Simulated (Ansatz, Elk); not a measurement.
**How far do independent atoms describe Re3P2N2?**

The structure of Re3P2N2 used here is made up (a known structure type with other elements) and was relaxed beforehand with PBEsol. The aim is the Fourier transform of its all-electron density, F(hkl), set beside the sum over free spherical atoms that refinements use.

Method: DFT, PBE, all-electron APW+lo, Dirac cores, scalar-relativistic bands, static density, no spin, in Elk 11.2.3 (patched build).

The structure was built from a prototype and need not be the compound's stable phase.

### Step 1. Starting point

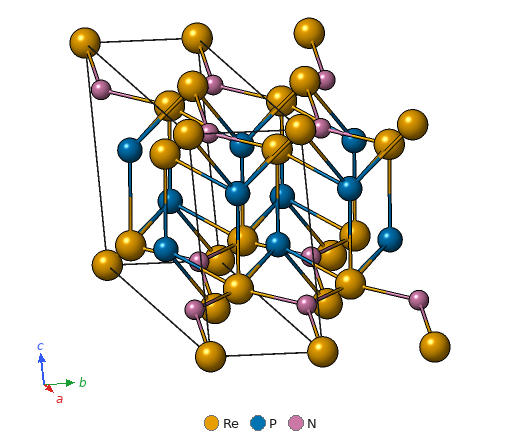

The cell as given, slightly off an axis (rhenium orange, phosphorus blue, nitrogen pink). 1×2×1 cells are drawn. This picture shows the conventional cell, with its axes. Some periodic images of atoms are drawn too.

### Step 2. Ground state and structure factors

An all-electron density is needed, since X-rays see the cores too. Task 0 finds the density and task 195 Fourier-transforms it; tshift is off so that phases refer to the origin typed.

elk.in

```
tasks
  0
  195

xctype
  20

spinpol
  .false.

rgkmax
  7.0

gmaxvr
  14.0

lmaxo
  7

lmaxapw
  8

swidth
  0.002

tshift
  .false.

ramdisk
  .false.

hmaxvr
  5.5

maxscl
  120

epspot
  1e-06

sppath
  './'

avec
  11.82041784334 -2.74772616126 -0.52620193738
  11.82041784334 2.74772616126 -0.52620193738
  -5.12207821118 -0.00000000000 9.78739539826

atoms
  3
  'Re.in'
  3
  0.0000000000 0.0000000000 0.0000000000   0.000000 0.000000 0.000000
  0.7312403757 0.7312403757 0.6613804631   0.000000 0.000000 0.000000
  0.2687596243 0.2687596243 0.3386195369   0.000000 0.000000 0.000000
  'P.in'
  2
  0.6381897032 0.6381897032 0.9427305659   0.000000 0.000000 0.000000
  0.3618102968 0.3618102968 0.0572694341   0.000000 0.000000 0.000000
  'N.in'
  2
  0.8800064106 0.8800064106 0.5984720613   0.000000 0.000000 0.000000
  0.1199935894 0.1199935894 0.4015279387   0.000000 0.000000 0.000000

ngridk
  8 8 5
```

Run with:

```bash
OMP_NUM_THREADS=4 elk
```

Numbers of over 12 decimals in the logs are rounded to 6 here.

Log:

```text
┌─────────────────────────┐
│ Elk code version 11.2.3 │
└─────────────────────────┘

All units are atomic (Hartree, Bohr, etc.)

┌─────────────────────────────────────────────────┐
│ Ground-state run starting from atomic densities │
└─────────────────────────────────────────────────┘

Lattice vectors :
   11.82041784      -2.747726161     -0.5262019374
   11.82041784       2.747726161     -0.5262019374
  -5.122078211      -0.000000000       9.787395398

Reciprocal lattice vectors :
  0.2721162585      -1.143342702      0.1424077297
  0.2721162585       1.143342702      0.1424077297
  0.2925969506E-01  0.2611032346E-17  0.6572796430

Unit cell volume      :    620.9633378
Brillouin zone volume :   0.3994603197

Muffin-tin inner radius fraction :   0.1000000000E-01

Nuclei treated as point charges

Species : 1 (Re)
 parameters loaded from : Re.in
 name : rhenium
 nuclear charge    :   -75.00000000
 electronic charge :    75.00000000
 atomic mass :    339434.5964
 muffin-tin radius :    2.204264038
 number of radial points in muffin-tin :   1393
 inner part over the whole radius :   0.9984693960E-02
 number on inner part of muffin-tin    :    994
 approximate nuclear radius :   0.1014829593E-03
 number of mesh points to nuclear radius :    528
 atomic positions (lattice), magnetic fields (Cartesian) :
  1 :   0.00000000  0.00000000  0.00000000    0.00000000  0.00000000  0.00000000
  2 :  -0.26875962 -0.26875962 -0.33861954    0.00000000  0.00000000  0.00000000
  3 :   0.26875962  0.26875962  0.33861954    0.00000000  0.00000000  0.00000000

Species : 2 (P)
 parameters loaded from : P.in
 name : phosphorus
 nuclear charge    :   -15.00000000
 electronic charge :    15.00000000
 atomic mass :    56461.71230
 muffin-tin radius :    2.200000000
 number of radial points in muffin-tin :    793
 inner part over the whole radius :   0.9987340520E-02
 number on inner part of muffin-tin    :    554
 approximate nuclear radius :   0.6081821256E-04
 number of mesh points to nuclear radius :    248
 atomic positions (lattice), magnetic fields (Cartesian) :
  1 :  -0.36181030 -0.36181030 -0.05726943    0.00000000  0.00000000  0.00000000
  2 :   0.36181030  0.36181030  0.05726943    0.00000000  0.00000000  0.00000000

Species : 3 (N)
 parameters loaded from : N.in
 name : nitrogen
 nuclear charge    :   -7.000000000
 electronic charge :    7.000000000
 atomic mass :    25532.65216
 muffin-tin radius :    1.628537909
 number of radial points in muffin-tin :    593
 inner part over the whole radius :   0.9987163014E-02
 number on inner part of muffin-tin    :    406
 approximate nuclear radius :   0.4939692610E-04
 number of mesh points to nuclear radius :    171
 atomic positions (lattice), magnetic fields (Cartesian) :
  1 :  -0.11999359 -0.11999359 -0.40152794    0.00000000  0.00000000  0.00000000
  2 :   0.11999359  0.11999359  0.40152794    0.00000000  0.00000000  0.00000000

Total number of atoms per unit cell :    7
Total muffin-tin volume :    259.9743689
 ratio of muffin-tin to unit cell volume :   0.4186629920

Spin treatment :
 spin-unpolarised

Number of Bravais lattice symmetries :    4
Number of crystal symmetries         :    4
Crystal has inversion symmetry
Real symmetric eigensolver will be used

k-point grid :      8     8     5
k-point offset :    0.000000000       0.000000000       0.000000000
k-point set is reduced with full crystal symmetry group
Total number of k-points :       93

Muffin-tin radius times maximum |G+k| :    7.000000000
 using average radius
Maximum |G+k| for APW functions       :    3.433808935
Maximum (1/2)|G+k|²                   :    5.895521900
Maximum |G| for potential and density :    14.00000000
Constant for pseudocharge density :    8
 order of it for each species :   15  15  15
 order of it for pair densities of each species (exact exchange by exxq0 0: 16) :   11  11   5
Radial integration step length :    1

G-vector grid sizes :     56    56    50
Number of G-vectors :    28801

[...]
exchange                    :     -1044.0037113750
 correlation                 :     -15.475838791976
 electron entropic           :    -0.91071943931914E-03
 total energy                :     -50950.816031178

Density of states at Fermi energy :    69.36789880
 (states/Hartree/unit cell)

Estimated indirect band gap :   0.3983299163E-03
 from k-point 12 to k-point 38
Estimated direct band gap   :   0.5798717991E-02
 at k-point 31

Charges :
 core                        :    162.0000000
 valence                     :    107.0000000
 interstitial                :    13.55410873
 muffin-tins (core leakage)
  species : 1 (Re)
[...]
species : 2 (P)
[...]
species : 3 (N)
[...]
total in muffin-tins        :    255.4458913
 total calculated charge     :    268.9955408
 total charge                :    269.0000000
 error                       :   0.4459238054E-02

RMS change in Kohn-Sham potential (target) :    1.024494502     (  0.1000000000E-05)
Absolute change in total energy (target)   :   0.9739886584     (  0.1000000000E-03)

[... loops 3 to 16 left out ...]

┌──────────────────┐
│ Loop number : 17 │
└──────────────────┘

Energies :
 Fermi                       :     0.457586
 sum of occupied eigenvalues :     -31151.213956309
 electron kinetic            :      57515.280160737
 core electron kinetic       :      55394.576832826
 Coulomb                     :     -107403.01123169
 Coulomb potential           :     -87280.514000205
 nuclear-nuclear             :     -4178.4751877790
 electron-nuclear            :     -119247.55883937
 Hartree                     :      16023.022795459
 Madelung                    :     -63762.754231588
 xc potential                :     -1385.9801168423
 exchange                    :     -1044.5223222866
 correlation                 :     -15.497219711513
 electron entropic           :    -0.81755904021756E-03
 total energy                :     -50947.751430510

Density of states at Fermi energy :    62.01319696
 (states/Hartree/unit cell)

Estimated indirect band gap :   0.1073624757E-03
 from k-point 65 to k-point 18
Estimated direct band gap   :   0.3978172970E-02
 at k-point 31

Charges :
 core                        :    162.0000000
 valence                     :    107.0000000
 interstitial                :    13.46793466
 muffin-tins (core leakage)
  species : 1 (Re)
[...]
species : 2 (P)
[...]
species : 3 (N)
[...]
total in muffin-tins        :    255.5320653
 total calculated charge     :    268.9960139
 total charge                :    269.0000000
 error                       :   0.3986133169E-02

RMS change in Kohn-Sham potential (target) :   0.5367229584E-06 (  0.1000000000E-05)
Absolute change in total energy (target)   :   0.3726034629E-04 (  0.1000000000E-03)

Convergence targets achieved

┌──────────────────┐
│ Loop number : 18 │
└──────────────────┘

Energies :
 Fermi                       :     0.457587
 sum of occupied eigenvalues :     -31151.213954162
 electron kinetic            :      57515.280163130
 core electron kinetic       :      55394.576828043
 Coulomb                     :     -107403.01123751
 Coulomb potential           :     -87280.513978914
 nuclear-nuclear             :     -4178.4751877790
 electron-nuclear            :     -119247.55887195
 Hartree                     :      16023.022822216
 Madelung                    :     -63762.754248053
 xc potential                :     -1385.9801383788
 exchange                    :     -1044.5223225939
 correlation                 :     -15.497219732383
 electron entropic           :    -0.81755918258498E-03
 total energy                :     -50947.751434265

Density of states at Fermi energy :    62.01321169
 (states/Hartree/unit cell)

Estimated indirect band gap :   0.1073657051E-03
 from k-point 65 to k-point 18
Estimated direct band gap   :   0.3978170864E-02
 at k-point 31

Charges :
 core                        :    162.0000000
 valence                     :    107.0000000
 interstitial                :    13.46793450
 muffin-tins (core leakage)
  species : 1 (Re)
[...]
species : 2 (P)
[...]
atom 2                    :    13.53577003     (  0.3157968569E-03)
  species : 3 (N)
   atom 1                    :    6.043530026     (  0.8978874919E-06)
   atom 2                    :    6.043530026     (  0.8978874919E-06)
 total in muffin-tins        :    255.5320655
 total calculated charge     :    268.9960139
 total charge                :    269.0000000
 error                       :   0.3986134667E-02

┌──────────────────────────────┐
│ Self-consistent loop stopped │
└──────────────────────────────┘

Warning : core states of species 2 leak from the muffin-tin :   0.3157968569E-03

Wrote STATE.OUT
```

The job ended after 3.2 min (4 threads of Arm Neoverse V2, shared host; peak memory 0.33 GiB).

SFACRHO.OUT:

```text

h k l indices transformed by vhmat matrix:
   1.000000000       0.000000000       0.000000000    
   0.000000000       1.000000000       0.000000000    
   0.000000000       0.000000000       1.000000000    

      h      k      l  multipl.   |H|            Re(F)            Im(F)           |F|

      0      0      0      1   0.0000000       269.00000      0.24113602E-16   269.00000    
      1      1      0      2  0.61425473      -71.053199      0.87253174E-13   71.053199    
     -1     -1      1      2  0.63555218       109.49114      0.21543994E-13   109.49114    
      0      0     -1      2  0.65793059       10.564734     -0.48473986E-14   10.564734    
     -2     -2      1      2   1.0628256       46.948922     -0.28545792E-13   46.948922    
      1      1      1      2   1.1029218       157.39904     -0.30700191E-13   157.39904    
     -1     -1      2      2   1.1385471       122.25711      0.57899483E-13   122.25711    
      1      0      0      4   1.1838749       42.905922     -0.80789976E-15   42.905922    
      2      2      0      2   1.2285095       149.06057     -0.12145426E-12   149.06057    
      2      2     -2      2   1.2711044      -53.439273      0.13949736E-12   53.439273    
      0      1     -1      4   1.2772255       170.36361     -0.38240589E-13   170.36361    
      0      0      2      2   1.3158612       26.369842     -0.10771997E-14   26.369842    
      1      2     -1      4   1.4070067      -31.128933      0.91158023E-13   31.128933    
      1      0      1      4   1.4274312      -61.491356      0.24169668E-13   61.491356    
     -1     -2      0      4   1.4683928       115.88000      0.46319586E-13   115.88000    
     -3     -3      1      2   1.6155147       53.057545     -0.44165187E-13   53.057545    
      1      2     -2      4   1.6336778       153.20883     -0.80655326E-13   153.20883    
      3      3     -2      2   1.6400429       194.03472     -0.22782773E-12   194.03472
```

Elk indexes on the primitive cell of elk.in and gives |H| = 4π sin θ/λ in inverse bohr. Below, one row stands for each form hkl of the conventional cell (m members, Friedel mates merged), F is for one primitive cell and the density is static (no thermal factor). Free-atom factors are Waasmaier and Kirfel's, and R is Σm||F|−|F'||/Σm|F|.

```tsv
hkl	m	sin θ/λ (Å⁻¹)	abs F, DFT	neutral atoms	diff.
200	2	0.092	71.053	71.034	+0.019
001	2	0.096	109.491	109.322	+0.169
2 0 -1	2	0.099	10.565	10.514	+0.051
201	2	0.160	46.949	46.757	+0.192
4 0 -1	2	0.166	157.399	157.617	-0.218
2 0 -2	2	0.171	122.257	122.787	-0.530
110	4	0.178	42.906	42.827	+0.079
400	2	0.185	149.061	149.599	-0.538
002	2	0.191	53.439	53.133	+0.307
1 1 -1	4	0.192	170.364	170.756	-0.392
4 0 -2	2	0.198	26.370	26.053	+0.317
111	4	0.212	31.129	31.638	-0.509
3 1 -1	4	0.215	61.491	61.047	+0.444
310	4	0.221	115.880	116.225	-0.345
```

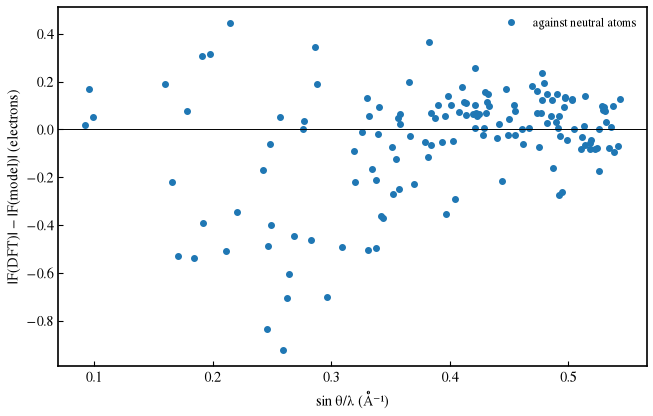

Difference between the calculated structure factors and the independent-atom ones.

### Step 3. The highest occupied states alone

An energy window below the Fermi level keeps the highest occupied states, to see at which angles they scatter; shallow core shells can lie inside it and anion s states outside. No new self-consistency is needed.

Edit elk.in of step 2 so:

```diff
@@ -1,3 +1,2 @@
 tasks
-  0
   195
@@ -40,2 +39,5 @@
 
+wsfac
+  -0.093650 0.757590
+
 sppath
```

Run with:

```bash
OMP_NUM_THREADS=4 elk
```

Log:

```text
┌─────────────────────────────────┐
│ Elk code version 11.2.3 started │
└─────────────────────────────────┘

Info(readinput): the functional depends on the density's gradient
 muffin-tin radial points multiplied by    2.00000
 (not where nrmtscf is given)

┌────────────────────┐
│ Current task : 195 │
└────────────────────┘
Info(checkmt): changed muffin-tin radius of species 1 (Re) from   2.8000 to   2.2043
Info(checkmt): changed muffin-tin radius of species 3 (N) from   1.8000 to   1.6285

Info(sfacrho): density structure factors written to SFACRHO.OUT

 Energy window :  -0.9365000000E-01  0.7575900000

┌──────────────────┐
│ Elk code stopped │
└──────────────────┘
```

The job ended after 15 s (4 threads; peak memory 0.19 GiB; 24 s of CPU time).

States within 15 eV below the Fermi level hold 37.00 electrons; any levels below the window count with the cores. Their amplitudes can exceed the total, where window and core parts have opposite phase:

```tsv
hkl	sin θ/λ (Å⁻¹)	abs F, window	abs F, all
200	0.092	4.758	71.053
001	0.096	6.820	109.491
2 0 -1	0.099	1.762	10.565
201	0.160	3.533	46.949
4 0 -1	0.166	3.148	157.399
2 0 -2	0.171	1.512	122.257
110	0.178	2.612	42.906
400	0.185	1.448	149.061
002	0.191	4.469	53.439
1 1 -1	0.192	2.756	170.364
```

### Step 4. Another functional

The difference from free atoms is small, so it is set against the change that LDA (Perdew-Wang) makes.

Edit elk.in of step 3 so:

```diff
@@ -1,2 +1,3 @@
 tasks
+  0
   195
@@ -4,3 +5,3 @@
 xctype
-  20
+  3
 
@@ -39,5 +40,2 @@
 
-wsfac
-  -0.093650 0.757590
-
 sppath
```

Run with:

```bash
OMP_NUM_THREADS=4 elk
```

Log:

```text
┌─────────────────────────┐
│ Elk code version 11.2.3 │
└─────────────────────────┘

All units are atomic (Hartree, Bohr, etc.)

┌─────────────────────────────────────────────────┐
│ Ground-state run starting from atomic densities │
└─────────────────────────────────────────────────┘

Lattice vectors :
   11.82041784      -2.747726161     -0.5262019374
   11.82041784       2.747726161     -0.5262019374
  -5.122078211      -0.000000000       9.787395398

Reciprocal lattice vectors :
  0.2721162585      -1.143342702      0.1424077297
[...]
species : 1 (Re)
[...]
species : 2 (P)
[...]
species : 3 (N)
   atom 1                    :    6.021443159     ( -0.3056814839E-05)
   atom 2                    :    6.021443159     ( -0.3056814839E-05)
 total in muffin-tins        :    255.5430874
 total calculated charge     :    268.9960275
 total charge                :    269.0000000
 error                       :   0.3972500353E-02

┌──────────────────────────────┐
│ Self-consistent loop stopped │
└──────────────────────────────┘

Warning : core states of species 2 leak from the muffin-tin :   0.3150488727E-03

Wrote STATE.OUT
[key lines of the parts left out:]
total energy                :     -50916.016271505
```

The job ended after 2.2 min (4 threads; peak memory 0.23 GiB; 8.5 min of CPU time).

Against the first run R = 0.02 %; the largest change is +0.054 at 2 0 -2.

### Step 5. Basis size

The basis and the expansions that go with it are enlarged, to see whether the differences are converged.

Edit elk.in of step 4 so:

```diff
@@ -5,3 +5,3 @@
 xctype
-  3
+  20
 
@@ -11,12 +11,12 @@
 rgkmax
-  7.0
+  8.5
 
 gmaxvr
-  14.0
+  18.0
 
 lmaxo
-  7
+  9
 
 lmaxapw
-  8
+  10
```

Run with:

```bash
OMP_NUM_THREADS=4 elk
```

Log:

```text
┌─────────────────────────┐
│ Elk code version 11.2.3 │
└─────────────────────────┘

All units are atomic (Hartree, Bohr, etc.)

┌─────────────────────────────────────────────────┐
│ Ground-state run starting from atomic densities │
└─────────────────────────────────────────────────┘

Lattice vectors :
   11.82041784      -2.747726161     -0.5262019374
   11.82041784       2.747726161     -0.5262019374
  -5.122078211      -0.000000000       9.787395398

Reciprocal lattice vectors :
  0.2721162585      -1.143342702      0.1424077297
[...]
species : 1 (Re)
[...]
species : 2 (P)
[...]
species : 3 (N)
   atom 1                    :    6.054904584     (  0.8995154368E-06)
   atom 2                    :    6.054904584     (  0.8995154368E-06)
 total in muffin-tins        :    255.5940968
 total calculated charge     :    268.9995802
 total charge                :    269.0000000
 error                       :   0.4198362649E-03

┌──────────────────────────────┐
│ Self-consistent loop stopped │
└──────────────────────────────┘

Warning : core states of species 2 leak from the muffin-tin :   0.3158632173E-03

Wrote STATE.OUT
[key lines of the parts left out:]
total energy                :     -50947.789666012
```

The job ended after 10 min (4 threads; peak memory 0.6 GiB; 38 min of CPU time).

Against the first run R = 0.01 %; the largest change is -0.026 at 2 2 -3.

### Step 6. Settings against the effect

```tsv
run	R against the first run (%)	R against neutral atoms, low angle (%)	wall time
PBE, rgkmax 7	0.00	0.39	3.2 min
LDA (Perdew-Wang)	0.02	0.37	2.2 min
rgkmax 8.5 with larger expansions	0.01	0.39	10 min
```

### Step 7. Summary of results

| Property | Result |
| --- | --- |
| R against neutral atoms, sin θ/λ < 0.3 Å⁻¹ | 0.39 % |
| R against neutral atoms, 0.3 to 0.54 Å⁻¹ | 0.16 % |

**Reading.** Independent neutral atoms miss the calculated amplitudes by R = 0.39 % below 0.3 Å⁻¹ and 0.16 % from there to 0.54 Å⁻¹; by shells, 0.13 % below 0.15 Å⁻¹ (3 forms), 0.40 % 0.15 to 0.3 (27 forms), 0.17 % 0.3 to 0.45 (63 forms), 0.15 % above 0.45 (56 forms). Bonding, aspherical density and the tables' own atoms all enter these figures, and the runs don't part them. The largest change of an amplitude is -0.92 electrons, at 2 0 -3. The window's part falls from 37.0 electrons at the origin to at most 0.63 between 0.45 and 0.54 Å⁻¹. Below 0.3 Å⁻¹ the changes that finished (LDA (Perdew-Wang) and rgkmax 8.5 with larger expansions) move F by R = 0.02 % at most, against the 0.39 % that separates it from free atoms. The k-mesh has no finished test. These runs have no spin, though d or f shells may be open. The electron count is odd, so without spin the run is a metal by force. Spin-orbit coupling is left out, which can matter for elements this heavy. Part of the difference isn't bonding: the tables are fits to free atoms and ions calculated by other methods than this functional. Thermal motion, anomalous dispersion and extinction are left out.

[Logs are printed without paths, hosts, clocks, repeated set-up lines and the standing remarks that a program may print on its own settings, such as how far it seeks lower states.]

[Hosts, paths, dates, database ids (printed as entryN), source tags and the programs' standing remarks are cut or masked in the printed files.]
